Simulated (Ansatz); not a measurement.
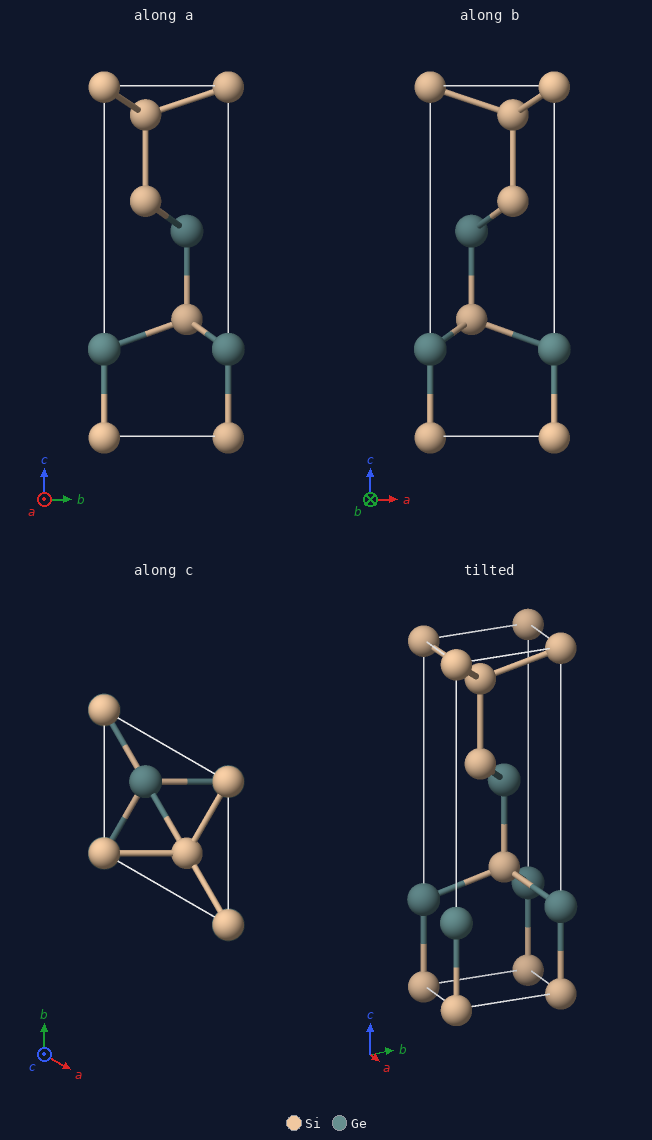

The image is a ball-and-stick drawing of a crystal, viewed along the a axis, along the b axis, along the c axis and slightly off an axis. The box is the conventional unit cell; atoms on or close to its faces, edges and corners are drawn wherever they repeat.

Lattice parameters: a = 3.9281 Å, b = 3.9281 Å, c = 9.6204 Å, α = 90.000°, β = 90.000°, γ = 120.000°.

> Give the structure in the form of a CIF with its space group and independent sites, with free fractional coordinates to two decimals.

```cif
data_structure
_symmetry_space_group_name_H-M 'P 3 m 1'
_symmetry_Int_Tables_number 156
_cell_length_a 3.9281
_cell_length_b 3.9281
_cell_length_c 9.6204
_cell_angle_alpha 90.000
_cell_angle_beta 90.000
_cell_angle_gamma 120.000
_cell_volume 128.55
loop_
_atom_site_label
_atom_site_type_symbol
_atom_site_symmetry_multiplicity
_atom_site_Wyckoff_symbol
_atom_site_fract_x
_atom_site_fract_y
_atom_site_fract_z
_atom_site_occupancy
Si1 Si 1 a 0.00 0.00 0.00 1
Si2 Si 1 c 0.6667 0.3333 0.67 1
Si3 Si 1 b 0.3333 0.6667 0.33 1
Si4 Si 1 c 0.6667 0.3333 0.92 1
Ge1 Ge 1 b 0.3333 0.6667 0.59 1
Ge2 Ge 1 a 0.00 0.00 0.25 1
```

The cell started as a structure type filled with these elements by a generator (whether the compound takes this form wasn't checked). The final geometry of a relaxation with DFT, PBE, plane waves, PAW (Ansatz 0.2.0) is shown.
